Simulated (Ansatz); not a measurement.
**Al(NH3)H3 (AlNH₆): one molecule under many settings**

Aim: run Al(NH3)H3 (AlNH₆) under a spread of inputs, and see what each costs and gives.

Computed with Ansatz 0.2.0, Gaussian basis. Level: the settings change from run to run.

## Step 1: The relaxed structure

The structure was relaxed beforehand with r2SCAN-D4 in a triple-zeta def2 set.

8 atoms, charge 0, spin multiplicity 1.

Atoms are counted from 1 here; the program's logs count them from 0.

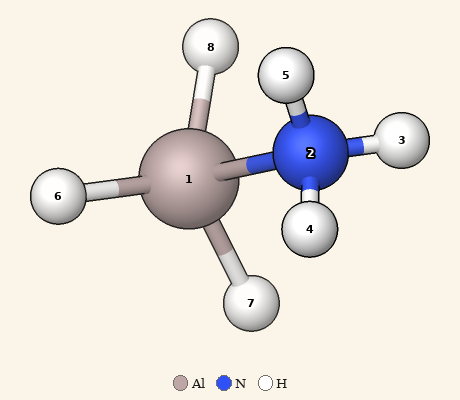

The structure; aluminium light grey, nitrogen blue, hydrogen white; atoms are numbered from 1 in the order of the file.

## Step 2: revPBE/def2-mTZVP

Set apart from the defaults: multiplicity 3, atoms shaken by 0.15 Å, a point charge of 1.00 e beside it, D3(BJ) with three-body dispersion.

The input, in.yaml:

```yaml
crystal:
  periodic: [false, false, false]
  atoms:
    - {symbol: Al, position_ang: [0.243172, -0.054262, -0.996536]}
    - {symbol: N, position_ang: [-0.059602, -0.106079, 0.764122]}
    - {symbol: H, position_ang: [-0.960967, 0.048475, 1.202365]}
    - {symbol: H, position_ang: [0.342605, 0.829443, 1.210442]}
    - {symbol: H, position_ang: [0.489803, -0.630994, 1.218184]}
    - {symbol: H, position_ang: [1.172106, 0.088242, -1.276621]}
    - {symbol: H, position_ang: [-1.056429, 1.330748, -1.022282]}
    - {symbol: H, position_ang: [-0.781964, -1.493418, -1.418577]}
basis:
  gaussian: {orbitals: def2-mTZVP, point_charges: [{charge: 1.00, position_ang: [4.815, -0.254, -0.910]}]}
magnetization: {spin_polarized: true, initial_magnetization: 2}
hamiltonian: {xc: {name: revPBE}, dispersion: d3bjatm}
```

Run with:

```sh
ansatz run in.yaml --threads 4 --pin off --events-out ev --progress --plain --max-ram 3916MiB
```

The program printed:

```text
Functional definition: revPBE
  name "revPBE"
  cite "Zhang & Yang, Phys. Rev. Lett. 80, 890 (1998) doi:10.1103/PhysRevLett.80.890"
  cite "Perdew, Burke & Ernzerhof, Phys. Rev. Lett. 77, 3865 (1996) doi:10.1103/PhysRevLett.77.3865"
  parameter kappa = 1.245
  parameter beta = 0.06672455060314922
  exchange = pbe_x(kappa = kappa, mu = beta*pi^2/3)
  correlation = pbe_c(beta = beta)
633 factors; their error is unknown
mean field evaluation 1: about -8161.2239 eV, gradient 5.0e1 eV
mean field evaluation 2: about -8126.7603 eV, gradient 8.5e1 eV
mean field evaluation 4: about -8169.7634 eV, gradient 1.0e1 eV
mean field evaluation 8: about -8170.9807 eV, gradient 3.8e-1 eV
mean field evaluation 16: about -8170.9551 eV, gradient 6.7e-3 eV
mean field evaluation 32: about -8170.7824 eV, gradient 2.8e0 eV
mean field -8170.95507908 eV, -300.2770606839 hartree, gradient 6.0e-5 eV, S^2 2.006842; 2 other end points of the search recorded, 0 dependent functions left out
reference -8170.95513928 eV, -300.2770628963 hartree; 14, 12 occupied and 45, 47 virtual orbitals, 633 factors
Total energy: -8171.24992973 eV, -300.2878962456 hartree
```

Run time: 0.95 s. Hardware: 4 threads of Arm Neoverse V1, shared host.

⟨S²⟩ 2.007.

## Step 3: wB97/cc-pVDZ

Set apart from the defaults: coordinates scaled by 0.92.

The input, in.yaml:

```yaml
crystal:
  periodic: [false, false, false]
  atoms:
    - {symbol: Al, position_ang: [-0.002393, 0.003738, -0.983973]}
    - {symbol: N, position_ang: [0.002148, -0.003519, 0.909664]}
    - {symbol: H, position_ang: [-0.868045, 0.021028, 1.250562]}
    - {symbol: H, position_ang: [0.460884, 0.736692, 1.249809]}
    - {symbol: H, position_ang: [0.416207, -0.772014, 1.244360]}
    - {symbol: H, position_ang: [1.450841, -0.028078, -1.226915]}
    - {symbol: H, position_ang: [-0.701413, 1.280089, -1.216835]}
    - {symbol: H, position_ang: [-0.758219, -1.237927, -1.226672]}
basis:
  gaussian: {orbitals: cc-pVDZ}
hamiltonian: {xc: {name: wB97}}
```

The command is unchanged.

The program printed, cut to the lines that bear on the results:

```text
Functional definition: wB97
  name "wB97"
  cite "Chai & Head-Gordon, J. Chem. Phys. 128, 084106 (2008) doi:10.1063/1.2834918"
  cite "Becke, J. Chem. Phys. 107, 8554 (1997) doi:10.1063/1.475007"
[...]
  # The coefficients of nought are those of the uniform gas.
[...]
      + integral(e_c_pw_opposite_spin*poly(b97_u_opposite, 1, cos1, cos2, cos3, cos4))
799 factors; their error is unknown
292 factors; integrals over basis functions are off by at most 1.9e-5 eV
[...]
mean field -8183.11151427 eV, -300.7238014372 hartree, gradient 5.2e-5 eV, S^2 0.000000; 0 other end points of the search recorded, 0 dependent functions left out
reference -8183.11150318 eV, -300.7238010296 hartree; 13, 13 occupied and 49, 49 virtual orbitals, 799 factors
Total energy: -8183.11150318 eV, -300.7238010296 hartree
```

It took 1.1 s on 4 threads of Arm Neoverse V1, shared host.

## Step 4: PBEsol/6-31++G**

This run has D3(BJ) dispersion, the search for lower states set to off.

The input, in.yaml:

```yaml
crystal:
  periodic: [false, false, false]
  atoms:
    - {symbol: Al, position_ang: [-0.002602, 0.004063, -1.069536]}
    - {symbol: N, position_ang: [0.002335, -0.003825, 0.988765]}
    - {symbol: H, position_ang: [-0.943527, 0.022856, 1.359307]}
    - {symbol: H, position_ang: [0.500961, 0.800752, 1.358488]}
    - {symbol: H, position_ang: [0.452398, -0.839146, 1.352565]}
    - {symbol: H, position_ang: [1.577001, -0.030520, -1.333603]}
    - {symbol: H, position_ang: [-0.762406, 1.391401, -1.322647]}
    - {symbol: H, position_ang: [-0.824151, -1.345572, -1.333339]}
basis:
  gaussian: {orbitals: "6-31++G**"}
hamiltonian: {xc: {name: PBEsol}, dispersion: d3bj}
scf: {lower_state_search: off}
output: {forces: true}
```

Same command.

The program printed, cut to the lines that bear on the results:

```text
Functional definition: PBEsol
  name "PBEsol"
  cite "Perdew et al., Phys. Rev. Lett. 100, 136406 (2008) doi:10.1103/PhysRevLett.100.136406"
  cite "Perdew, Burke & Ernzerhof, Phys. Rev. Lett. 77, 3865 (1996) doi:10.1103/PhysRevLett.77.3865"
  parent pbesol
[...]
813 factors; their error is unknown
[...]
mean field -8158.85743035 eV, -299.8324802931 hartree, gradient 9.5e-7 eV, S^2 0.000000; 0 other end points of the search recorded, 0 dependent functions left out
[...]
reference -8158.85750216 eV, -299.8324829322 hartree; 13, 13 occupied and 65, 65 virtual orbitals, 813 factors
Total energy: -8158.89582280 eV, -299.8338911896 hartree
Atom 0 at    -0.002602     0.004063    -1.069536 Å, force    -0.000273     0.000475    -0.111291 eV/Å
Atom 1 at     0.002335    -0.003825     0.988765 Å, force    -0.000803     0.001096    -0.306573 eV/Å
Atom 2 at    -0.943527     0.022856     1.359307 Å, force    -0.492647     0.013615     0.155513 eV/Å
Atom 3 at     0.500961     0.800752     1.358488 Å, force     0.259193     0.419308     0.155318 eV/Å
Atom 4 at     0.452398    -0.839146     1.352565 Å, force     0.234586    -0.434646     0.152051 eV/Å
Atom 5 at     1.577001    -0.030520    -1.333603 Å, force     0.221494    -0.005185    -0.015638 eV/Å
Atom 6 at    -0.762406     1.391401    -1.322647 Å, force    -0.106241     0.194485    -0.014017 eV/Å
Atom 7 at    -0.824151    -1.345572    -1.333339 Å, force    -0.115310    -0.189148    -0.015362 eV/Å
Dipole moment:     0.002773    -0.004472     1.161462 e Å
Checks for a lower state left out: stability, starts, cluster_reference, orbital_swaps, neighbouring_geometries, increment
```

Run time: 0.45 s. Hardware: 4 threads of Arm Neoverse V1, shared host.

Largest force 0.517 eV/Å, dipole 5.58 D.

## Step 5: wB97/cc-pVDZ

Changes to in.yaml since step 4:

```diff
@@ -12,5 +12,4 @@
 basis:
-  gaussian: {orbitals: "6-31++G**"}
-hamiltonian: {xc: {name: PBEsol}, dispersion: d3bj}
-scf: {lower_state_search: off}
-output: {forces: true}
+  gaussian: {orbitals: cc-pVDZ}
+hamiltonian: {xc: {name: wB97}}
+scf: {omitted_lower_state_checks: [starts]}
```

Same command.

The program printed, cut to the lines that bear on the results:

```text
Functional definition: wB97
  name "wB97"
  cite "Chai & Head-Gordon, J. Chem. Phys. 128, 084106 (2008) doi:10.1063/1.2834918"
  cite "Becke, J. Chem. Phys. 107, 8554 (1997) doi:10.1063/1.475007"
[...]
  # The coefficients of nought are those of the uniform gas.
[...]
      + integral(e_c_pw_opposite_spin*poly(b97_u_opposite, 1, cos1, cos2, cos3, cos4))
[...]
799 factors; their error is unknown
292 factors; integrals over basis functions are off by at most 2.2e-5 eV
[...]
mean field -8184.36735150 eV, -300.7699526041 hartree, gradient 1.3e-5 eV, S^2 0.000000; 0 other end points of the search recorded, 0 dependent functions left out
reference -8184.36734019 eV, -300.7699521887 hartree; 13, 13 occupied and 49, 49 virtual orbitals, 799 factors
Total energy: -8184.36734019 eV, -300.7699521887 hartree
Checks for a lower state left out: starts
```

It took 1.1 s on 4 threads of Arm Neoverse V1, shared host.

## Step 6: All runs side by side

```csv
level,charge,multiplicity,geometry,functions,energy (eV),time
revPBE/def2-mTZVP,0,3,"shaken, point charge",59,-8171.250,0.95 s
wB97/cc-pVDZ,0,1,scaled,62,-8183.112,1.1 s
PBEsol/6-31++G**,0,1,relaxed,78,-8158.896,0.45 s
wB97/cc-pVDZ,0,1,relaxed,62,-8184.367,1.1 s
```

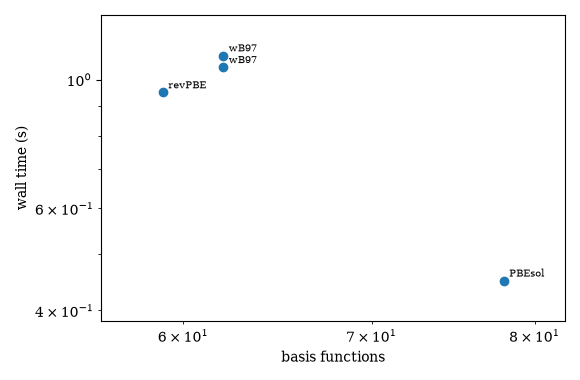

Wall time against the number of basis functions (shared host).

## Step 7: Outcome

| quantity | value |
| --- | --- |
| runs | 4 |
| quickest | PBEsol/6-31++G**, 0.45 s |
| slowest | wB97/cc-pVDZ, 1.1 s |
| spread of total energies, same state and geometry | 25.5 eV |

In words: Run time spans a factor of 2, from PBEsol/6-31++G** to wB97/cc-pVDZ. The jobs differ in tasks and options as well as level. The totals spread over 25 eV; they can't be compared across methods or bases. At the r2SCAN-D4/def2-TZVP geometry and in the same state, the sound runs without point charges leave forces up to 0.52 eV/Å (PBEsol/6-31++G**).
